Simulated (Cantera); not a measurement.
A closed system holds: 1 mol Fe₂O₃, 90 mol H₂, 0.14 mol H₂O, equilibrated at 1.33 mbar.

Equilibrium computed with Cantera from the NASA thermochemical tables; the gas is ideal and each condensed phase is pure. Candidate condensed phases: Fe, FeO, Fe(OH)₂, Fe(OH)₃, Fe₂O₃, Fe₃O₄, H₂O; 12 gas species. Kinetics and transport are ignored.

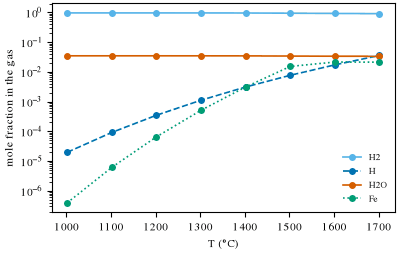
Fig. 1. Equilibrium gas composition (values under 1e-9 drawn at 1e-9)

### Question
Read off the mole fractions at 1402 °C.

### Answer
H₂ about 0.96, H₂O about 0.035, H about 0.0031, Fe about 0.0031.
